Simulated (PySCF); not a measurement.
## Electronic structure of C4H7NOSi in real space

```yaml
atoms:
  - { symbol: N, position_ang: [-1.4919, -2.4790, 1.2582] }
  - { symbol: C, position_ang: [-1.2010, -1.6024, 0.5812] }
  - { symbol: C, position_ang: [-0.8142, -0.5015, -0.2416] }
  - { symbol: C, position_ang: [0.6535, -0.6314, -0.6952] }
  - { symbol: C, position_ang: [1.4595, 0.6206, -0.2844] }
  - { symbol: O, position_ang: [0.6487, 1.5859, 0.3390] }
  - { symbol: Si, position_ang: [-0.8809, 1.1801, 0.7032] }
  - { symbol: H, position_ang: [-1.4873, -0.4827, -1.1020] }
  - { symbol: H, position_ang: [1.1035, -1.5157, -0.2410] }
  - { symbol: H, position_ang: [0.6969, -0.7576, -1.7771] }
  - { symbol: H, position_ang: [2.2579, 0.3546, 0.4154] }
  - { symbol: H, position_ang: [1.9156, 1.0964, -1.1580] }
  - { symbol: H, position_ang: [-1.0693, 1.0119, 2.1376] }
  - { symbol: H, position_ang: [-1.7910, 2.1210, 0.0646] }
```

Geometry: GFN2-xTB.

These are results of revPBE/pcSseg-1, SCF density, gas phase, non-relativistic in PySCF, not measurements.

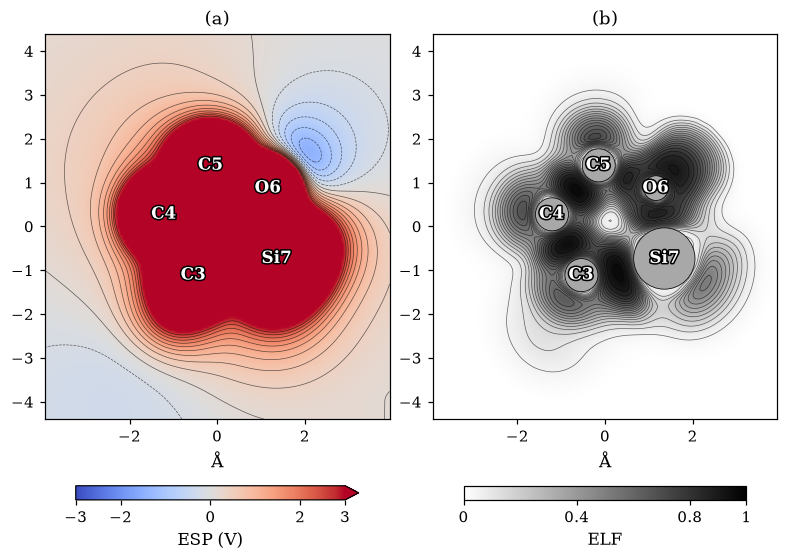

Figure 1. (a) electrostatic potential; (b) ELF on the plane of atoms C3, C4 and C5. Grey discs cover the atomic cores in the ELF map.

Question: Describe what can be read from this map.

Answer:
- Atoms in the plane: C, O and Si.
- C–O (1.41 Å): the ELF peaks at about 0.85 between the atoms; a shared but strongly polarised pair.
- Si–O (1.62 Å): the ELF peaks at about 0.90 between the atoms: a short, strongly polar bond.
- C–Si (1.93 Å): the ELF peaks at about 0.95 between the atoms (a covalent bond).
- C–C (1.54 Å): the ELF peaks at about 0.95 between the atoms, as expected for a covalent bond.
- The ELF also peaks beside O6, away from the bonds: lone-pair regions.
- Outside the dense part of the molecule the potential is most negative (−1.5 V) near O6.

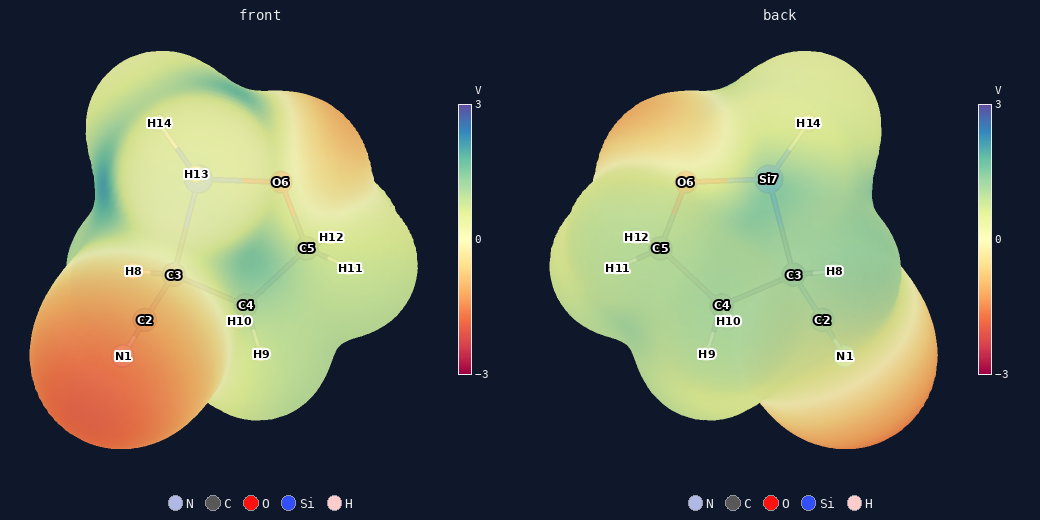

Figure 2. The electrostatic potential painted on the density surface at 0.002 e/bohr³, seen from the front and from behind; the colour scale runs from red (negative) to blue (positive).

Question: Which sites attract a positive test charge, and which a negative one?

Answer: A positive charge is drawn to the negative regions and a negative charge to the positive ones. The most negative region (about −1.9 V) lies over N1, the most positive (about +2.0 V) over Si7. N1 is the likeliest acceptor of a hydrogen bond.

Question: How polar is the molecule by this calculation?

Answer: Its dipole moment is 3.56 D.
